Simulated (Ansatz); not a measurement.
**CH₃NSiTe: reading failed and doubtful runs**

4 inputs were typed for CH₃NSiTe. Each is run as it stands; the log then has to tell whether the result can be used.

Method: the settings change from run to run; program: Ansatz 0.2.0, Gaussian basis.

## 1. The relaxed structure

The structure was relaxed beforehand with PBE0-D4 in a triple-zeta def2 set. Te takes a core potential in def2 sets; no spin-orbit term is included.

SMILES `C1=N[SiH2][Te]1`, 7 atoms, charge 0, spin multiplicity 1.

Atoms are counted from 1 here; the program's logs count them from 0.

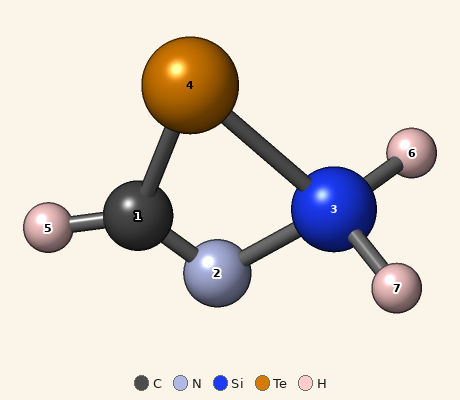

The structure; carbon dark grey, nitrogen light blue, silicon blue, tellurium orange, hydrogen pink; atoms are numbered from 1 in the order of the file.

## 2. Input 1

Contents of in.yaml:

```yaml
crystal:
  periodic: [false, false, false]
  atoms:
    - {symbol: C, position_ang: [-0.779129, -0.346312, -1.013499]}
    - {symbol: N, position_ang: [0.482817, -0.263038, -0.985963]}
    - {symbol: Si, position_ang: [0.714541, 0.232732, 0.690110]}
    - {symbol: Te, position_ang: [-1.787169, 0.130411, 0.853966]}
    - {symbol: H, position_ang: [-1.364194, -0.633940, -1.892558]}
    - {symbol: H, position_ang: [1.327221, 1.576434, 0.814466]}
    - {symbol: H, position_ang: [1.467115, -0.764287, 1.487578]}
basis:
  gaussian: {orbitals: def2-mTZVP, fitting: {mean_field: cc-pVTZ-jkfit}}
magnetization: {spin_polarized: true, initial_magnetization: 2}
hamiltonian: {xc: {name: PBE-QIDH}}
scf: {lower_state_search: light}
output: {forces: true}
```

Command:

```bash
$ ansatz run in.yaml --threads 2 --pin off --events-out ev --progress --plain --max-ram 4352MiB
```

Standard output:

```text
Functional definition: PBE-QIDH
  name "PBE-QIDH"
  cite "Brémond, Sancho-García, Pérez-Jiménez & Adamo, J. Chem. Phys. 141, 031101 (2014) doi:10.1063/1.4890314"
  cite "Perdew, Burke & Ernzerhof, Phys. Rev. Lett. 77, 3865 (1996) doi:10.1103/PhysRevLett.77.3865"
  parameter a = 3^(-1/3)
  parameter c = 1/3
  exchange = (1 - a)*pbe_x + a*exact_x
  correlation = (1 - c)*pbe_c + c*(mp2_os + mp2_ss)
Error: <dir> the basis set cc-pVTZ-JKFIT has no functions for Te
```

It took 0.05 s on 2 threads of Intel Xeon 6975P-C, shared host.

What is wrong: The program refused the input. The fitting set named has no entry for an element of this molecule. Cure: leave the fitting key out, or name a set that covers all elements and suits the basis. The input also asks for charge 0 and multiplicity 3, not those of the species named; set them back first.

## 3. Input 2

Contents of in.yaml:

```yaml
crystal:
  periodic: [false, false, false]
  atoms:
    - {symbol: C, position_ang: [-0.734631, -0.353655, -1.032689]}
    - {symbol: N, position_ang: [0.483078, -0.212584, -0.988471]}
    - {symbol: Si, position_ang: [0.712406, 0.226718, 0.645182]}
    - {symbol: Te, position_ang: [-1.761821, 0.149523, 0.817199]}
    - {symbol: H, position_ang: [-1.360774, -0.563582, -1.938143]}
    - {symbol: H, position_ang: [1.300821, 1.556432, 0.835660]}
    - {symbol: H, position_ang: [1.510140, -0.745914, 1.445786]}
basis:
  gaussian: {orbitals: def2-SVPD, final_grid: {core_spheres: 1, valence_spheres: 1, degree: 1}}
hamiltonian: {xc: {name: r2SCAN}}
scf: {lower_state_search: off}
output: {forces: true}
```

Same command.

Standard output, shortened:

```text
Functional definition: r2SCAN
  name "r2SCAN"
  cite "Furness, Kaplan, Ning, Perdew & Sun, J. Phys. Chem. Lett. 11, 8208 (2020) doi:10.1021/acs.jpclett.0c02405"
  cite "Furness, Kaplan, Ning, Perdew & Sun, J. Phys. Chem. Lett. 11, 9248 (2020) doi:10.1021/acs.jpclett.0c03077"
  parent r2scan
[...]
1144 factors; their error is unknown
[...]
a density is far from that of the atoms, so the factors are made again for it
1580 factors; integrals over basis functions are off by at most 1.3e-4 eV
[...]
mean field -17911.19625976 eV, -658.2243219012 hartree, gradient 4.3e-6 eV, S^2 0.000000; 0 other end points of the search recorded, 0 dependent functions left out
[...]
reference -17911.19626164 eV, -658.2243219704 hartree; 27, 27 occupied and 96, 96 virtual orbitals, 1580 factors
Total energy: -17911.19626164 eV, -658.2243219704 hartree
Atom 0 at    -0.734631    -0.353655    -1.032689 Å, force    79.945736    30.902792    24.926523 eV/Å
Atom 1 at     0.483078    -0.212584    -0.988471 Å, force  -118.733399   -13.022886    74.976382 eV/Å
Atom 2 at     0.712406     0.226718     0.645182 Å, force     6.976150   -14.705094   -91.990822 eV/Å
Atom 3 at    -1.761821     0.149523     0.817199 Å, force     7.157322   -11.945187   -12.231863 eV/Å
Atom 4 at    -1.360774    -0.563582    -1.938143 Å, force    28.675348     4.776100    -1.942217 eV/Å
Atom 5 at     1.300821     1.556432     0.835660 Å, force    -3.142537     9.010392     1.627359 eV/Å
Atom 6 at     1.510140    -0.745914     1.445786 Å, force    -0.878622    -5.016116     4.634639 eV/Å
Dipole moment:    -0.412808     1.196108     4.667424 e Å
Checks for a lower state left out: stability, starts, cluster_reference, orbital_swaps, neighbouring_geometries, increment
```

Run time: 4.9 s. Hardware: 2 threads of Intel Xeon 6975P-C, shared host.

Diagnosis: The run converged, but a converged run isn't a right one. The integration grid is far too coarse. Its coordinates are also moved off the relaxed structure. Its energy carries the error of the grid. Fix: drop final_grid and take the default grid.

## 4. Input 3

Contents of in.yaml:

```yaml
crystal:
  periodic: [false, false, false]
  atoms:
    - {symbol: C, position_ang: [-1.714085, -0.761887, -2.229697]}
    - {symbol: N, position_ang: [1.062197, -0.578683, -2.169118]}
    - {symbol: Si, position_ang: [1.571990, 0.512011, 1.518242]}
    - {symbol: Te, position_ang: [-3.931772, 0.286904, 1.878725]}
    - {symbol: H, position_ang: [-3.001227, -1.394668, -4.163628]}
    - {symbol: H, position_ang: [2.919886, 3.468154, 1.791824]}
    - {symbol: H, position_ang: [3.227653, -1.681432, 3.272672]}
basis:
  gaussian: {orbitals: def2-SVPD}
total_charge: 1
magnetization: {spin_polarized: true, initial_magnetization: 1}
hamiltonian: {xc: {name: BLYP}, dispersion: d4}
```

The command is unchanged.

Standard output, shortened:

```text
Functional definition: BLYP
  name "BLYP"
  cite "Becke, Phys. Rev. A 38, 3098 (1988) doi:10.1103/PhysRevA.38.3098"
  cite "Lee, Yang & Parr, Phys. Rev. B 37, 785 (1988) doi:10.1103/PhysRevB.37.785"
[...]
1144 factors; their error is unknown
[...]
mean field -17709.29003849 eV, -650.8044051267 hartree, gradient 1.0e-5 eV, S^2 5.363073; 12 other end points of the search recorded, 0 dependent functions left out
reference -17709.29063308 eV, -650.8044269773 hartree; 27, 26 occupied and 96, 97 virtual orbitals, 1144 factors
Total energy: -17709.43674509 eV, -650.8097964947 hartree
```

It took 25 s on 2 threads of Intel Xeon 6975P-C, shared host.

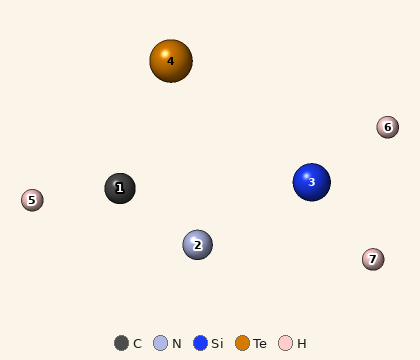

The geometry of this input.

**Diagnosis.** It ended without an error, which proves nothing about the input. The geometry is stretched to more than twice its size. The shortest distance is 2.41 Å (C1–H5), against 1.09 Å in the relaxed molecule. It also asks for charge 1 and multiplicity 2, another species or state than the molecule above. Its energy is no property of the relaxed molecule. Cure: use the relaxed coordinates, and set charge and spin to those of the species named.

## 5. Input 4

Contents of in.yaml:

```yaml
crystal:
  periodic: [false, false, false]
  atoms:
    - {symbol: C, position_ang: [-1.799789, -0.799982, -2.341182]}
    - {symbol: N, position_ang: [1.115307, -0.607617, -2.277574]}
    - {symbol: Si, position_ang: [1.650590, 0.537612, 1.594154]}
    - {symbol: Te, position_ang: [-4.128361, 0.301249, 1.972661]}
    - {symbol: H, position_ang: [-3.151289, -1.464401, -4.371809]}
    - {symbol: H, position_ang: [3.065880, 3.641561, 1.881416]}
    - {symbol: H, position_ang: [3.389036, -1.765503, 3.436306]}
basis:
  gaussian: {orbitals: def2-SVPD}
magnetization: {spin_polarized: true, initial_magnetization: 2}
hamiltonian: {xc: {name: PBE0-DH}}
accuracy: high
```

The command is unchanged.

Standard output:

```text
Functional definition: PBE0-DH
  name "PBE0-DH"
  cite "Brémond & Adamo, J. Chem. Phys. 135, 024106 (2011) doi:10.1063/1.3604569"
  cite "Perdew, Burke & Ernzerhof, Phys. Rev. Lett. 77, 3865 (1996) doi:10.1103/PhysRevLett.77.3865"
  parameter a = 1/2
  parameter c = 1/8
  exchange = (1 - a)*pbe_x + a*exact_x
  correlation = (1 - c)*pbe_c + c*(mp2_os + mp2_ss)
2616 factors; integrals over basis functions are off by at most 8.4e-8 eV
mean field evaluation 1: about -17635.3332 eV, gradient 7.1e1 eV
mean field evaluation 2: about -17635.3425 eV, gradient 7.1e1 eV
mean field evaluation 4: about -17569.7698 eV, gradient 5.7e1 eV
mean field evaluation 8: about -17692.8412 eV, gradient 1.2e1 eV
mean field evaluation 16: about -17707.0977 eV, gradient 9.1e-2 eV
mean field evaluation 32: about -17707.1013 eV, gradient 1.0e0 eV
mean field evaluation 64: about -17698.4987 eV, gradient 1.9e1 eV
mean field evaluation 96: about -17707.1763 eV, gradient 1.0e-1 eV
Error: SIGTERM received: run cancelled behind 111 evaluations of the mean field
```

Run time: 91 s. Hardware: 2 threads of Intel Xeon 6975P-C, shared host.

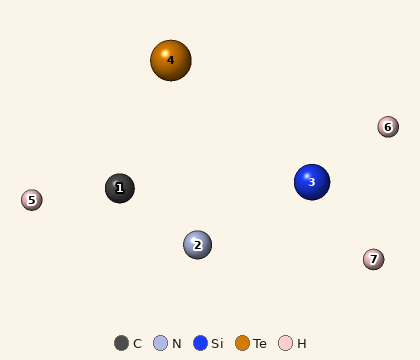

The geometry of this input.

**Diagnosis.** The run hit its time limit. The geometry is stretched to more than twice its size. The shortest distance is 2.53 Å (C1–H5), against 1.09 Å in the relaxed molecule. It also asks for charge 0 and multiplicity 3, another species or state than the molecule above. Its coordinates are also moved off the relaxed structure. Cure: use the relaxed coordinates, and set charge and spin to those of the species named.

## 6. Summary

```csv
input,level,ended,cause,time
1,PBE-QIDH/def2-mTZVP,refused,the fitting set named has no entry for an element of this molecule,0.05 s
2,r2SCAN/def2-SVPD,converged,the integration grid is far too coarse,4.9 s
3,BLYP/def2-SVPD,converged,the geometry is stretched to more than twice its size,25 s
4,PBE0-DH/def2-SVPD,timeout,the geometry is stretched to more than twice its size,91 s
```

In words: 1 refused, 2 converged, 1 timeout. A refusal costs next to no computing time. The dangerous case is the input that converges on a wrong geometry, charge, spin, basis or grid: often only a look at the input shows it.
